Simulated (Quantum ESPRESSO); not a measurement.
## MnS (Rambergite): magnetism against uniaxial strain

Aim: follow moments and order energies of MnS (Rambergite) with uniaxial strain.

Program: Quantum ESPRESSO 7.5. Level of theory: LDA with U = 4 eV on Mn d (ortho-atomic projectors); plane waves with GBRV 1.5 LDA potentials, no spin-orbit coupling. Results are calculated unless marked as measured.

The database entry behind the starting cell differs from later determinations by our own check (about 0.3 % short against later determinations), so it need not match the best structure at ambient conditions.

## Step 1: The starting structure

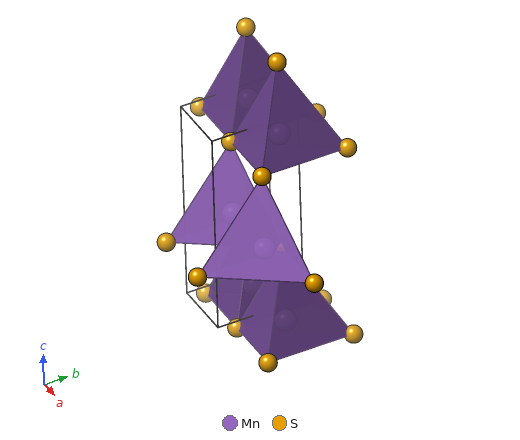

Start, viewed slightly off an axis; manganese purple, sulfur orange. 2×1×1 cells are drawn. Some periodic images of atoms are drawn too.

The cell comes from the Crystallography Open Database.

## Step 2: Factor along z 0.94, ferro ++

Lengths along Cartesian z scale by the factor. Atoms keep their fractional places. Seeded atoms are those given a starting moment.

pw.in

```
&CONTROL
  calculation = 'scf'
  prefix = 'pwscf'
  outdir = './tmp'
  pseudo_dir = './pseudo'
  disk_io = 'nowf'
  tprnfor = .true.
  tstress = .true.
/
&SYSTEM
  ibrav = 0
  nat = 4
  ntyp = 2
  ecutwfc = 40
  ecutrho = 280
  nbnd = 34
  occupations = 'smearing'
  smearing = 'fd'
  degauss = 0.00367493
  nspin = 2
  starting_magnetization(1) = 0.3
  starting_magnetization(2) = 0
/
&ELECTRONS
  conv_thr = 8d-09
  electron_maxstep = 150
  mixing_beta = 0.3
/
ATOMIC_SPECIES
Mn     54.9380 mn_lda_v1.5.uspp.F.UPF
S      32.0600 s_lda_v1.4.uspp.F.UPF
CELL_PARAMETERS angstrom
   3.9760000000    0.0000000000    0.0000000000
  -1.9880000000    3.4433170054    0.0000000000
   0.0000000000    0.0000000000    6.0460800000
ATOMIC_POSITIONS crystal
Mn      0.3333333333    0.6666666667    0.0000000000
Mn      0.6666666667    0.3333333333    0.5000000000
S       0.3333333333    0.6666666667    0.3850000000
S       0.6666666667    0.3333333333    0.8850000000
K_POINTS automatic
6 6 6 0 0 0
HUBBARD {ortho-atomic}
U Mn-3d 4.0000
```

Run with:

```
$ OMP_NUM_THREADS=1 mpirun -n 2 pw.x -nk 2 -in pw.in > pw.out
```

The program printed:

```text
Program PWSCF v.7.5 starts

     Message from routine setup:
     using ibrav=0 with symmetry is DISCOURAGED, use correct ibrav instead

     K-points division:     npool     =       2
     Subspace diagonalization in iterative solution of the eigenvalue problem:

     bravais-lattice index     =            0
     lattice parameter (alat)  =       7.5136  a.u.
     unit-cell volume          =     558.5909 (a.u.)^3
     number of atoms/cell      =            4
     number of atomic types    =            2
     number of electrons       =        42.00
     number of Kohn-Sham states=           34
     kinetic-energy cutoff     =      40.0000  Ry
     charge density cutoff     =     280.0000  Ry
     scf convergence threshold =      8.0E-09
     mixing beta               =       0.3000
     number of iterations used =            8  plain     mixing
     Exchange-correlation=  SLA  PZ   NOGX NOGC
                           (   1   1   0   0   0   0   0)
     Hubbard projectors: ortho-atomic
     Hubbard parameters of DFT+U (Dudarev formulation) in eV:
     U(Mn-3d) =  4.0000

     Internal variables: lda_plus_u =T, lda_plus_u_kind = 0

     Internal variables: orbital_resolved =F, hub_pot_fix =F, apply_U = F

     celldm(1)=   7.513551  celldm(2)=   0.000000  celldm(3)=   0.000000
     celldm(4)=   0.000000  celldm(5)=   0.000000  celldm(6)=   0.000000

     crystal axes: (cart. coord. in units of alat)
               a(1) = (   1.000000   0.000000   0.000000 )
               a(2) = (  -0.500000   0.866025   0.000000 )
               a(3) = (   0.000000   0.000000   1.520644 )

     reciprocal axes: (cart. coord. in units 2 pi/alat)
               b(1) = (  1.000000  0.577350 -0.000000 )
               b(2) = (  0.000000  1.154701  0.000000 )
               b(3) = (  0.000000 -0.000000  0.657616 )

     PseudoPot. # 1 for Mn read from file:
     mn_lda_v1.5.uspp.F.UPF
     Pseudo is Ultrasoft + core correction, Zval = 15.0

     PseudoPot. # 2 for S  read from file:
     s_lda_v1.4.uspp.F.UPF
     Pseudo is Ultrasoft + core correction, Zval =  6.0

     atomic species   valence    mass     pseudopotential
     Mn               15.00    54.93800     Mn( 1.00)
     S                 6.00    32.06000     S ( 1.00)

     Starting magnetic structure
     atomic species   magnetization
     Mn              0.300
     S               0.000

     12 Sym. Ops. (no inversion) found ( 6 have fractional translation)

   Cartesian axes

     site n.     atom                  positions (alat units)
         1        Mn     tau(   1) = (  -0.0000000   0.5773503   0.0000000  )
         2        Mn     tau(   2) = (   0.5000000   0.2886751   0.7603219  )
         3        S      tau(   3) = (  -0.0000000   0.5773503   0.5854479  )
         4        S      tau(   4) = (   0.5000000   0.2886751   1.3457698  )

     number of k points=    28  Fermi-Dirac smearing, width (Ry)=  0.0037
                       cart. coord. in units 2pi/alat
        k(    1) = (   0.0000000   0.0000000   0.0000000), wk =   0.0046296
        k(    2) = (   0.0000000   0.0000000   0.1096027), wk =   0.0092593
        k(    3) = (   0.0000000   0.0000000   0.2192054), wk =   0.0092593
        k(    4) = (   0.0000000   0.0000000  -0.3288081), wk =   0.0046296
        k(    5) = (   0.0000000   0.1924501   0.0000000), wk =   0.0277778
        [... 23 further k-points ...]

     Dense  grid:    44155 G-vectors     FFT dimensions: (  45,  45,  64)

     Smooth grid:    18995 G-vectors     FFT dimensions: (  32,  32,  48)

     Check: negative core charge=   -0.000034
     Generating pointlists ...
     new r_m :   0.2415 (alat units)  1.8145 (a.u.) for type    1
     new r_m :   0.2415 (alat units)  1.8145 (a.u.) for type    2

     Initial potential from superposition of free atoms

     starting charge      40.9998, renormalised to      42.0000

     STARTING HUBBARD OCCUPATIONS:

     =================== HUBBARD OCCUPATIONS ===================
     ------------------------ ATOM    1 ------------------------
     Tr[ns(  1)] (up, down, total) =   5.00000  0.00000  5.00000
     Atomic magnetic moment for atom   1 =   5.00000
     [... lines left out ...]
     ------------------------ ATOM    2 ------------------------
     Tr[ns(  2)] (up, down, total) =   5.00000  0.00000  5.00000
     Atomic magnetic moment for atom   2 =   5.00000
     [... lines left out ...]
     Number of occupied Hubbard levels =   10.0000

     Atomic wfc used for Hubbard projectors are orthogonalized

     Starting wfcs are   34 randomized atomic wfcs

     Self-consistent Calculation

     iteration #  1     ecut=    40.00 Ry     beta= 0.30
     Davidson diagonalization with overlap
     ethr =  1.00E-02,  avg # of iterations =  4.7

     =================== HUBBARD OCCUPATIONS ===================
     ------------------------ ATOM    1 ------------------------
     Tr[ns(  1)] (up, down, total) =   4.82552  0.16636  4.99187
     Atomic magnetic moment for atom   1 =   4.65916
     [... lines left out ...]
     ------------------------ ATOM    2 ------------------------
     Tr[ns(  2)] (up, down, total) =   4.82552  0.16636  4.99187
     Atomic magnetic moment for atom   2 =   4.65916
     [... lines left out ...]
     Number of occupied Hubbard levels =    9.9837

     total energy              =    -470.30154690 Ry
     estimated scf accuracy    <       0.97327192 Ry

     total magnetization       =    10.00 Bohr mag/cell
     absolute magnetization    =    10.00 Bohr mag/cell

     iteration #  2     ecut=    40.00 Ry     beta= 0.30
     Davidson diagonalization with overlap
     ethr =  2.32E-03,  avg # of iterations =  1.8

     total energy              =    -470.46240008 Ry
     estimated scf accuracy    <       0.04869909 Ry

     total magnetization       =    10.00 Bohr mag/cell
     absolute magnetization    =    10.00 Bohr mag/cell

     [... further iterations left out ...]

     iteration #  9     ecut=    40.00 Ry     beta= 0.30
     Davidson diagonalization with overlap
     ethr =  2.27E-09,  avg # of iterations =  4.2

     negative rho (up, down):  0.000E+00 8.371E-04

     total energy              =    -470.47555648 Ry
     estimated scf accuracy    <       0.00000006 Ry

     total magnetization       =    10.00 Bohr mag/cell
     absolute magnetization    =    10.00 Bohr mag/cell

     iteration # 10     ecut=    40.00 Ry     beta= 0.30
     Davidson diagonalization with overlap
     ethr =  1.43E-10,  avg # of iterations =  2.6

     negative rho (up, down):  0.000E+00 8.365E-04

     Magnetic moment per site  (integrated on atomic sphere of radius R)
     atom   1 (R=0.241)  charge= 12.7742  magn=  4.2349
     atom   2 (R=0.241)  charge= 12.7742  magn=  4.2349
     atom   3 (R=0.241)  charge=  3.9767  magn=  0.0857
     atom   4 (R=0.241)  charge=  3.9767  magn=  0.0857

     End of self-consistent calculation

     =================== HUBBARD OCCUPATIONS ===================
     ------------------------ ATOM    1 ------------------------
     Tr[ns(  1)] (up, down, total) =   4.94775  0.30893  5.25668
     Atomic magnetic moment for atom   1 =   4.63882
     [... lines left out ...]
     ------------------------ ATOM    2 ------------------------
     Tr[ns(  2)] (up, down, total) =   4.94775  0.30893  5.25668
     Atomic magnetic moment for atom   2 =   4.63882
     [... lines left out ...]
     Number of occupied Hubbard levels =   10.5134

     [... lines left out ...]
     the Fermi energy is     8.2444 ev

!    total energy              =    -470.47555649 Ry
     estimated scf accuracy    <          4.9E-09 Ry
     smearing contrib. (-TS)   =      -0.00000004 Ry
     internal energy E=F+TS    =    -470.47555646 Ry

     The total energy is F=E-TS. E is the sum of the following terms:
     one-electron contribution =    -308.99359744 Ry
     hartree contribution      =     166.04847723 Ry
     xc contribution           =     -69.66421880 Ry
     ewald contribution        =    -257.96541664 Ry
     Hubbard energy            =       0.09919918 Ry

     total magnetization       =    10.00 Bohr mag/cell
     absolute magnetization    =    10.00 Bohr mag/cell

     convergence has been achieved in  10 iterations

     negative rho (up, down):  0.000E+00 8.365E-04

     Forces acting on atoms (cartesian axes, Ry/au):

     atom    1 type  1   force =     0.00000000    0.00000000   -0.01790334
     atom    2 type  1   force =     0.00000000    0.00000000   -0.01790334
     atom    3 type  2   force =     0.00000000    0.00000000    0.01790334
     atom    4 type  2   force =     0.00000000   -0.00000000    0.01790334

     Total force =     0.035807     Total SCF correction =     0.000145

     Computing stress (Cartesian axis) and pressure

     negative rho (up, down):  0.000E+00 8.365E-04
          total   stress  (Ry/bohr**3)                   (kbar)     P=       48.25
   0.00020130   0.00000000   0.00000000           29.61        0.00        0.00
   0.00000000   0.00020130   0.00000000            0.00       29.61        0.00
   0.00000000   0.00000000   0.00058141            0.00        0.00       85.53

=------------------------------------------------------------------------------=
   JOB DONE.
=------------------------------------------------------------------------------=
```

Run time: 57 s. Hardware: 2 MPI ranks of Arm Neoverse V1, shared host; peak memory 0.32 GiB; 1.9 min of CPU time.

Spin moment in the atom's sphere by atom:

```
atom  spin moment in the atom's sphere (μB)
 Mn1                                   4.23
 Mn2                                   4.23
  S3                                   0.09
  S4                                   0.09
```

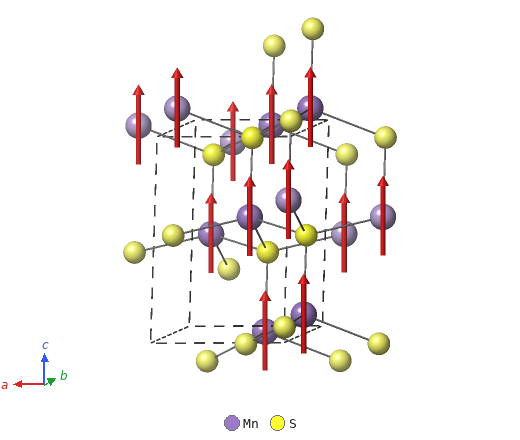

Spin moment in the atom's sphere as arrows, the longest 4.23 μB. Up and down stand for the sign. Arrows give size and sign along the axis of quantisation, drawn up and down the page. 1×2×1 cells are drawn. Some periodic images of atoms are drawn too.

This step gave:

```
smearing term TS       : 4.98e-7 eV
pressure               : 4.825 GPa
magnetization          : 10 μB
absolute magnetization : 10 μB
final state            : ferromagnetic
```

## Step 3: Factor along z 0.94, antiferro +-

pw.in: that of step 2 with these lines changed.

```diff
@@ -12,6 +12,6 @@
   nat = 4
-  ntyp = 2
+  ntyp = 3
   ecutwfc = 40
   ecutrho = 280
-  nbnd = 34
+  nbnd = 30
   occupations = 'smearing'
@@ -21,3 +21,4 @@
   starting_magnetization(1) = 0.3
-  starting_magnetization(2) = 0
+  starting_magnetization(2) = -0.3
+  starting_magnetization(3) = 0
 /
@@ -29,3 +30,4 @@
 ATOMIC_SPECIES
-Mn     54.9380 mn_lda_v1.5.uspp.F.UPF
+Mn1    54.9380 mn_lda_v1.5.uspp.F.UPF
+Mn2    54.9380 mn_lda_v1.5.uspp.F.UPF
 S      32.0600 s_lda_v1.4.uspp.F.UPF
@@ -36,4 +38,4 @@
 ATOMIC_POSITIONS crystal
-Mn      0.3333333333    0.6666666667    0.0000000000
-Mn      0.6666666667    0.3333333333    0.5000000000
+Mn1     0.3333333333    0.6666666667    0.0000000000
+Mn2     0.6666666667    0.3333333333    0.5000000000
 S       0.3333333333    0.6666666667    0.3850000000
@@ -43,2 +45,3 @@
 HUBBARD {ortho-atomic}
-U Mn-3d 4.0000
+U Mn1-3d 4.0000
+U Mn2-3d 4.0000
```

The program printed:

```text
     [... lines left out ...]
Program PWSCF v.7.5 starts
     [... lines left out ...]
     number of atoms/cell      =            4
     [... lines left out ...]
     number of electrons       =        42.00
     number of Kohn-Sham states=           30
     kinetic-energy cutoff     =      40.0000  Ry
     charge density cutoff     =     280.0000  Ry
     scf convergence threshold =      8.0E-09
     [... lines left out ...]
      6 Sym. Ops. (no inversion) found
     [... lines left out ...]
     number of k points=    34  Fermi-Dirac smearing, width (Ry)=  0.0037
     [... lines left out ...]
     iteration # 13     ecut=    40.00 Ry     beta= 0.30
     [... lines left out ...]
     Magnetic moment per site  (integrated on atomic sphere of radius R)
     atom   1 (R=0.241)  charge= 12.7817  magn=  4.1639
     atom   2 (R=0.241)  charge= 12.7817  magn= -4.1639
     atom   3 (R=0.241)  charge=  3.9693  magn= -0.0244
     atom   4 (R=0.241)  charge=  3.9693  magn=  0.0244
     [... lines left out ...]
     Tr[ns(  1)] (up, down, total) =   4.93545  0.35783  5.29327
     [... lines left out ...]
     Tr[ns(  2)] (up, down, total) =   0.35783  4.93545  5.29327
     [... lines left out ...]
     the Fermi energy is     8.1007 ev
!    total energy              =    -470.49089924 Ry
     estimated scf accuracy    <          6.2E-10 Ry
     smearing contrib. (-TS)   =      -0.00000000 Ry
     [... lines left out ...]
     total magnetization       =     0.00 Bohr mag/cell
     absolute magnetization    =     9.52 Bohr mag/cell
     convergence has been achieved in  13 iterations
     [... lines left out ...]
     Total force =     0.015880     Total SCF correction =     0.000005
     [... lines left out ...]
          total   stress  (Ry/bohr**3)                   (kbar)     P=       27.56
     [... lines left out ...]
```

The job ended after 83 s (2 MPI ranks; peak memory 0.32 GiB).

Spin moment in the atom's sphere by atom:

```
atom  spin moment in the atom's sphere (μB)
 Mn1                                   4.16
 Mn2                                  -4.16
  S3                                  -0.02
  S4                                   0.02
```

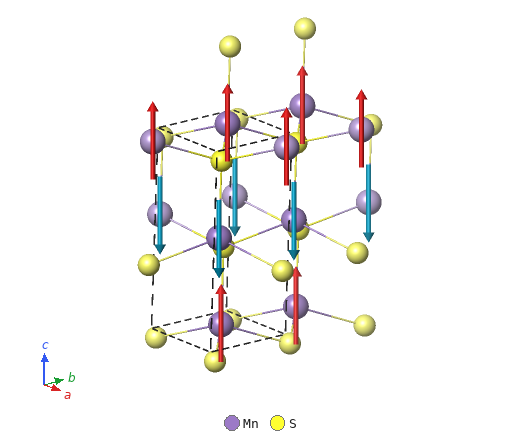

Spin moment in the atom's sphere as arrows, the longest 4.16 μB. Up and down stand for the sign. Arrows give size and sign along the axis of quantisation, drawn up and down the page. The two directions have two colours. 1×2×1 cells are drawn. Some periodic images of atoms are drawn too.

Numbers from this step:

```yaml
smearing_term_ts: 8.64e-11 eV
pressure: 2.756 GPa
magnetization: 0 μB
absolute_magnetization: 9.519 μB
final_state: antiferromagnetic
```

## Step 4: Factor along z 0.94, no spin polarisation

pw.in

```
&CONTROL
  calculation = 'scf'
  prefix = 'pwscf'
  outdir = './tmp'
  pseudo_dir = './pseudo'
  disk_io = 'nowf'
  tprnfor = .true.
  tstress = .true.
/
&SYSTEM
  ibrav = 0
  nat = 4
  ntyp = 2
  ecutwfc = 40
  ecutrho = 280
  nbnd = 30
  occupations = 'smearing'
  smearing = 'fd'
  degauss = 0.00367493
/
&ELECTRONS
  conv_thr = 8d-09
  electron_maxstep = 150
  mixing_beta = 0.3
/
ATOMIC_SPECIES
Mn     54.9380 mn_lda_v1.5.uspp.F.UPF
S      32.0600 s_lda_v1.4.uspp.F.UPF
CELL_PARAMETERS angstrom
   3.9760000000    0.0000000000    0.0000000000
  -1.9880000000    3.4433170054    0.0000000000
   0.0000000000    0.0000000000    6.0460800000
ATOMIC_POSITIONS crystal
Mn      0.3333333333    0.6666666667    0.0000000000
Mn      0.6666666667    0.3333333333    0.5000000000
S       0.3333333333    0.6666666667    0.3850000000
S       0.6666666667    0.3333333333    0.8850000000
K_POINTS automatic
6 6 6 0 0 0
HUBBARD {ortho-atomic}
U Mn-3d 4.0000
```

The program printed:

```text
     [... lines left out ...]
Program PWSCF v.7.5 starts
     [... lines left out ...]
     number of atoms/cell      =            4
     [... lines left out ...]
     number of electrons       =        42.00
     number of Kohn-Sham states=           30
     kinetic-energy cutoff     =      40.0000  Ry
     charge density cutoff     =     280.0000  Ry
     scf convergence threshold =      8.0E-09
     [... lines left out ...]
     12 Sym. Ops. (no inversion) found ( 6 have fractional translation)
     [... lines left out ...]
     number of k points=    28  Fermi-Dirac smearing, width (Ry)=  0.0037
     [... lines left out ...]
     iteration # 18     ecut=    40.00 Ry     beta= 0.30
     [... lines left out ...]
     Tr[ns(  1)] =   5.76429
     [... lines left out ...]
     Tr[ns(  2)] =   5.76429
     [... lines left out ...]
     the Fermi energy is     7.2327 ev
!    total energy              =    -469.93124622 Ry
     estimated scf accuracy    <          2.4E-09 Ry
     smearing contrib. (-TS)   =      -0.00175541 Ry
     [... lines left out ...]
     convergence has been achieved in  18 iterations
     [... lines left out ...]
     Total force =     0.038119     Total SCF correction =     0.000024
     [... lines left out ...]
          total   stress  (Ry/bohr**3)                   (kbar)     P=     -180.27
     [... lines left out ...]
```

Elapsed: 39 s, on 2 MPI ranks; peak memory 0.27 GiB; 79 s of CPU time.

Numbers from this step:

- smearing term TS: 0.02388 eV
- pressure: -18.03 GPa
- final state: non-magnetic (no spin polarisation)

## Step 5: Factor along z 1.06, ferro ++

pw.in: that of step 4 with these lines changed.

```diff
@@ -15,3 +15,3 @@
   ecutrho = 280
-  nbnd = 30
+  nbnd = 34
   occupations = 'smearing'
@@ -19,2 +19,5 @@
   degauss = 0.00367493
+  nspin = 2
+  starting_magnetization(1) = 0.3
+  starting_magnetization(2) = 0
 /
@@ -31,3 +34,3 @@
   -1.9880000000    3.4433170054    0.0000000000
-   0.0000000000    0.0000000000    6.0460800000
+   0.0000000000    0.0000000000    6.8179200000
 ATOMIC_POSITIONS crystal
```

The program printed:

```text
     [... lines left out ...]
Program PWSCF v.7.5 starts
     [... lines left out ...]
     number of atoms/cell      =            4
     [... lines left out ...]
     number of electrons       =        42.00
     number of Kohn-Sham states=           34
     kinetic-energy cutoff     =      40.0000  Ry
     charge density cutoff     =     280.0000  Ry
     scf convergence threshold =      8.0E-09
     [... lines left out ...]
     12 Sym. Ops. (no inversion) found ( 6 have fractional translation)
     [... lines left out ...]
     number of k points=    28  Fermi-Dirac smearing, width (Ry)=  0.0037
     [... lines left out ...]
     iteration # 10     ecut=    40.00 Ry     beta= 0.30
     [... lines left out ...]
     Magnetic moment per site  (integrated on atomic sphere of radius R)
     atom   1 (R=0.252)  charge= 12.8898  magn=  4.3517
     atom   2 (R=0.252)  charge= 12.8898  magn=  4.3517
     atom   3 (R=0.252)  charge=  4.1938  magn=  0.0574
     atom   4 (R=0.252)  charge=  4.1938  magn=  0.0574
     [... lines left out ...]
     Tr[ns(  1)] (up, down, total) =   4.96078  0.26147  5.22225
     [... lines left out ...]
     Tr[ns(  2)] (up, down, total) =   4.96078  0.26147  5.22225
     [... lines left out ...]
     the Fermi energy is     6.6742 ev
!    total energy              =    -470.47267417 Ry
     estimated scf accuracy    <          6.2E-09 Ry
     smearing contrib. (-TS)   =      -0.00000002 Ry
     [... lines left out ...]
     total magnetization       =    10.00 Bohr mag/cell
     absolute magnetization    =    10.00 Bohr mag/cell
     convergence has been achieved in  10 iterations
     [... lines left out ...]
     Total force =     0.033926     Total SCF correction =     0.000099
     [... lines left out ...]
          total   stress  (Ry/bohr**3)                   (kbar)     P=      -27.76
     [... lines left out ...]
```

Elapsed: 66 s, on 2 MPI ranks; peak memory 0.41 GiB; 2.2 min of CPU time.

This step gave:

```
smearing term TS       : 2.94e-7 eV
pressure               : -2.776 GPa
magnetization          : 10 μB
absolute magnetization : 10 μB
final state            : ferromagnetic
largest moment         : 4.352 μB
```

[end of part 1 of 2]

[Logs and program files are shortened in this print: banners, set-up blocks, solver, clock and traceback lines can be left out without a mark of their own.]

[Logs are printed without paths, hosts, clocks, repeated set-up lines and the standing remarks that a program may print on its own settings, such as how far it seeks lower states.]

[Hosts, paths, dates, database ids (printed as entryN), source tags and the programs' standing remarks are cut or masked in the printed files.]

[Where a cell is said to come from a database of computed structures, the database is the Materials Project.]
